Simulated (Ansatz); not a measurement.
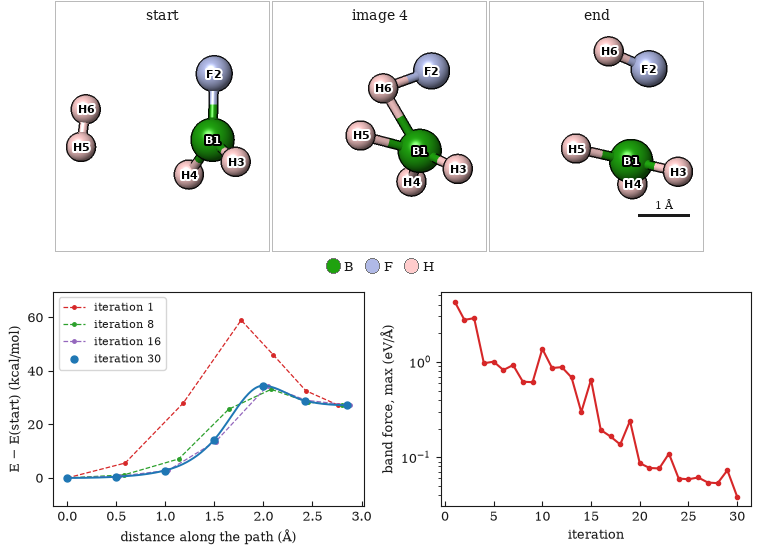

NEB run on BH4F, made up at the start of BH₂F and H2. Images are numbered from 0 (start) to 6 (end). The plot follows the band through its iterations. Style: ball-and-stick. Shown at a tilt.

These are results of Ansatz, RKS PBE0-D4/def2-SVP, not measurements. Set-up: 5 movable images; climbing image; force threshold 0.05 eV/Å; iteration limit 60; optimiser L-BFGS; starting path through a guess of the saddle point.

Question: Did the band converge, and can the barrier be trusted?

Answer: The run is converged, with reservations. The band converged in 30 iterations. The largest component of the band force went from 4.3 to 0.039 eV/Å. The climbing image converged on the top of the path. Its curvatures weren't checked. The first iteration put the highest image at 59.0 kcal/mol. Forward barrier 34.5 kcal/mol, backward barrier 7.3 kcal/mol, with image 4 at the top; the reaction energy is +27.2 kcal/mol.

Limits of the set-up: the start holds two separate molecules, 2.8 Å apart at their closest, whose relative position is a soft coordinate.
